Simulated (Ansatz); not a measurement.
**Fields on a plane of GaIr (CsCl type)**

```
GaIr
1.0
    2.99840     0.00000     0.00000
    0.00000     2.99840     0.00000
    0.00000     0.00000     2.99840
Ga Ir
1 1
Cartesian
  0.00000   0.00000   0.00000
  1.49920   1.49920   1.49920
```

The slice is a {100} plane (indices of the conventional cell) through the point (0.500, 0.500, 0.500) (fractional), spanned by u = [100] and v = [010] in vectors of this cell: u (3.00 Å) and v (3.00 Å, at 90° to u). It covers one period; positions are fractions (u, v).

Atoms on it: Ir at (0.00, 0.00).

The numbers are results of LDA (plane waves to 420 eV, PAW, scalar-relativistic; Ansatz, a program for electronic structure), not measurements. k mesh 15×15×15. Near the nuclei the fields are pseudised (PAW); where an atom keeps semicore shells as valence, they peak there. GaIr is run without spin polarisation. GaIr was relaxed with its symmetry unable to fall. Spin-orbit coupling is left out, though Ir is heavy.

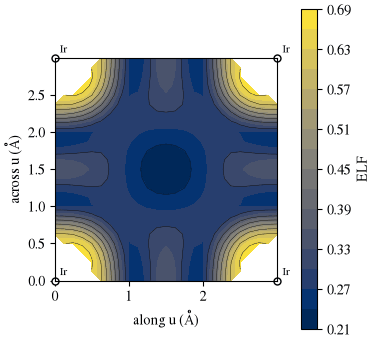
Electron localisation function (ELF), one period of the plane, atoms marked. Points within 0.5 Å of a nucleus are left white, as the pseudised field means little there.

```tsv
v \ u	0.00	0.12	0.25	0.38	0.50	0.62	0.75	0.88
0.92	x	x	x	5.8	10.7	5.8	x	x
0.83	x	x	x	7.8	11.1	7.8	x	x
0.75	x	x	<3.0	9.6	11.4	9.6	<3.0	x
0.67	x	<3.0	8.0	10.7	11.3	10.7	8.0	<3.0
0.58	8.2	9.2	10.6	11.0	10.9	11.0	10.6	9.2
0.50	10.5	10.9	11.4	11.1	10.8	11.1	11.4	10.9
0.42	8.2	9.2	10.6	11.0	10.9	11.0	10.6	9.2
0.33	x	<3.0	8.0	10.7	11.3	10.7	8.0	<3.0
0.25	x	x	<3.0	9.6	11.4	9.6	<3.0	x
0.17	x	x	x	7.8	11.1	7.8	x	x
0.08	x	x	x	5.8	10.7	5.8	x	x
0.00	x	x	x	4.8	10.5	4.8	x	x
```

Values: electrostatic potential energy of an electron, from the cell's mean, in eV. Points within 1 Å of a nucleus are blanked (x), as the pseudised field means little there. Values under 3 eV are set to 3. The zero, the cell's mean, hangs on the PAW cores.
